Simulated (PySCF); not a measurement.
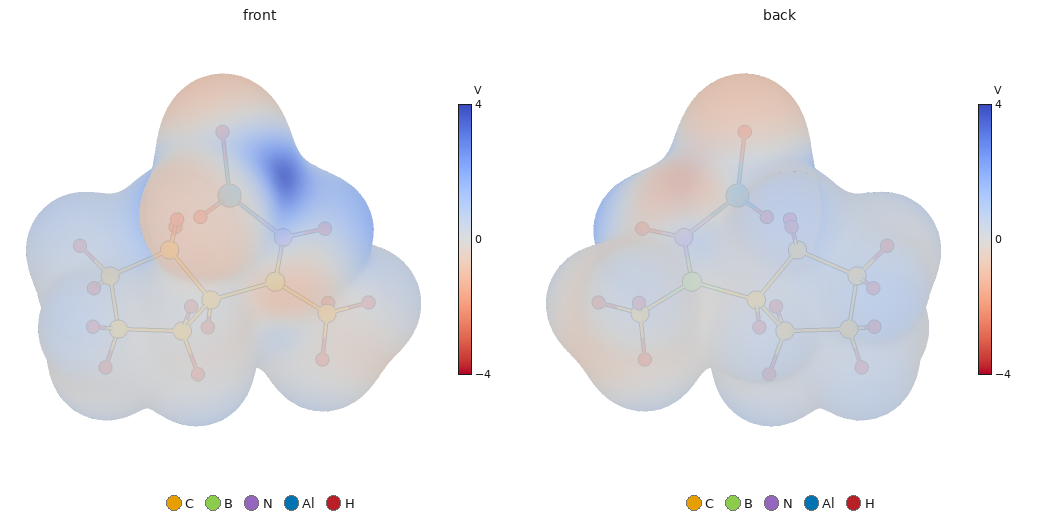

C₆H₁₅AlBN (SMILES CB([NH][AlH2])C1CCCC1). The molecular electrostatic potential painted on the density surface at 0.002 e/bohr³, seen from the front and from behind; red is negative and blue positive.

Geometry: GFN2-xTB.

The calculation used PySCF 2.14.0, PBE0/pcSseg-1, SCF density, gas phase, non-relativistic.

```xyz
24

C     1.5789   -2.5973   -0.2347
B     1.1854   -1.0594   -0.2339
N     2.1458   -0.0312   -0.1309
Al    1.8874    1.7657   -0.1475
C    -0.3497   -0.6148   -0.3340
C    -0.8820   -0.0367    0.9848
C    -2.1721    0.6951    0.5993
C    -1.9917    1.0869   -0.8791
C    -0.6072    0.5669   -1.2663
H     1.3873   -3.0342   -1.2143
H     0.9725   -3.1613    0.4717
H     2.6244   -2.7845    0.0034
H     3.0969   -0.3795   -0.0428
H     2.3747    2.5729   -1.3752
H     1.4930    2.5560    1.1212
H    -1.0032   -1.4406   -0.6364
H    -0.1431    0.6841    1.3589
H    -1.0451   -0.7967    1.7470
H    -3.0296    0.0310    0.7131
H    -2.3410    1.5655    1.2321
H    -2.7504    0.6049   -1.4976
H    -2.0761    2.1621   -1.0315
H     0.1539    1.3509   -1.0444
H    -0.5209    0.3139   -2.3221
```

**Where is the surface potential most negative and most positive?**

The most negative region (about −0.7 V) lies over N3 and H14, the most positive (about +2.9 V) over Al4.

**What dipole moment does the calculation give?**

Its dipole moment is 0.82 D.
